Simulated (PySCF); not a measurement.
ClH$_{5}$P$_{2}$Si (SMILES P[SiH](P)Cl)

```json
{"atom": "P", "x (Å)": "-1.8302", "y (Å)": "0.0807", "z (Å)": "0.7176"}
{"atom": "Si", "x (Å)": "-0.0090", "y (Å)": "-0.9053", "z (Å)": "-0.2002"}
{"atom": "P", "x (Å)": "1.8847", "y (Å)": "0.3041", "z (Å)": "-0.4929"}
{"atom": "Cl", "x (Å)": "-0.5615", "y (Å)": "-1.5973", "z (Å)": "-2.0239"}
{"atom": "H", "x (Å)": "-1.7844", "y (Å)": "1.2111", "z (Å)": "-0.0860"}
{"atom": "H", "x (Å)": "-1.1153", "y (Å)": "0.6994", "z (Å)": "1.7312"}
{"atom": "H", "x (Å)": "0.3346", "y (Å)": "-2.0582", "z (Å)": "0.6384"}
{"atom": "H", "x (Å)": "1.8409", "y (Å)": "0.8785", "z (Å)": "0.7681"}
{"atom": "H", "x (Å)": "1.2537", "y (Å)": "1.3931", "z (Å)": "-1.0775"}
```

Geometry: GFN2-xTB.

All numbers below come from PBE0/pcSseg-1, SCF density, gas phase, non-relativistic (PySCF 2.14.0).

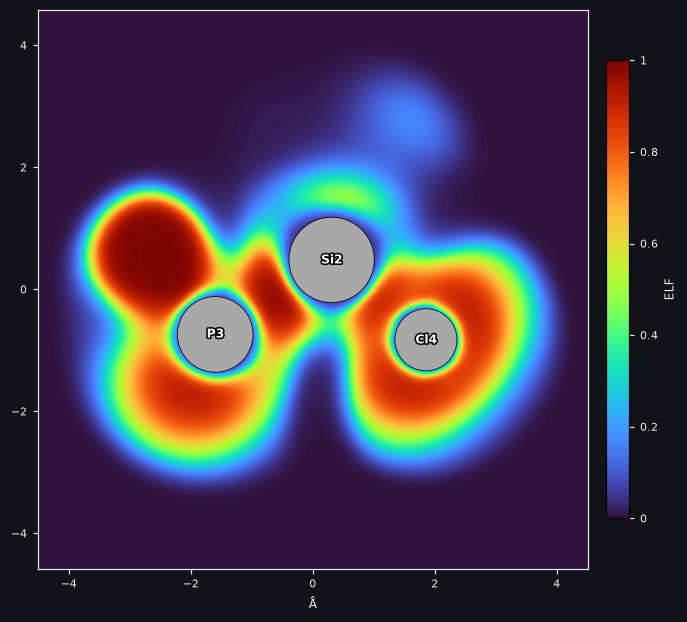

Figure 1. Electron localisation function on the plane of atoms P3, Si2 and Cl4. Grey discs cover the atomic cores.

**Describe what can be read from this map.**

The section cuts through Si, P and Cl sites. Si–Cl (2.03 Å): the ELF peaks at about 0.90 between the atoms; a shared but strongly polarised pair. Si–P (2.27 Å): the ELF peaks at about 0.95 between the atoms, as expected for a shared electron pair. The ELF also peaks beside P3 and Cl4, away from the bonds: lone-pair regions.

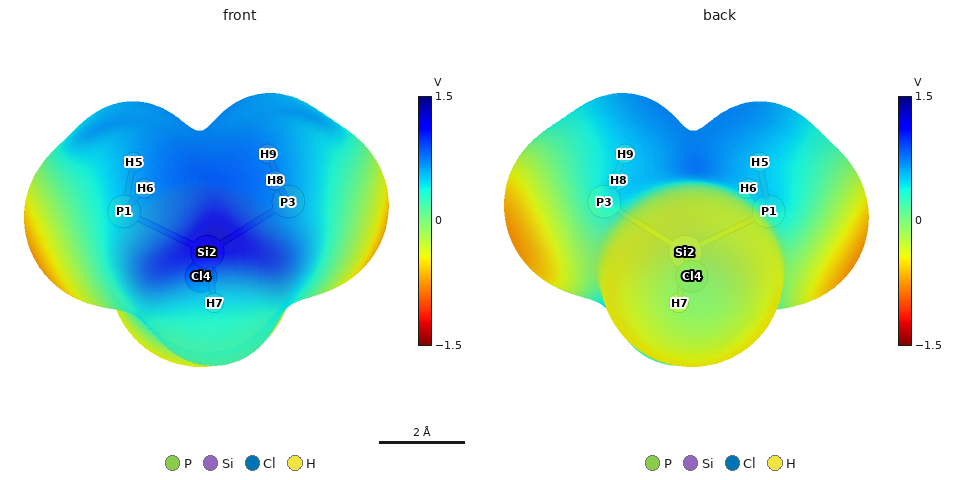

Figure 2. The electrostatic potential painted on the density surface at 0.001 e/bohr³, seen from the front and from behind; the colour scale runs from red (negative) to blue (positive).

**Describe the electrostatic potential map.**

The most negative region (about −0.7 V) lies over P1 and P3, the most positive (about +1.2 V) over Si2.

**What dipole moment does the calculation give?**

Its dipole moment is 2.26 D.
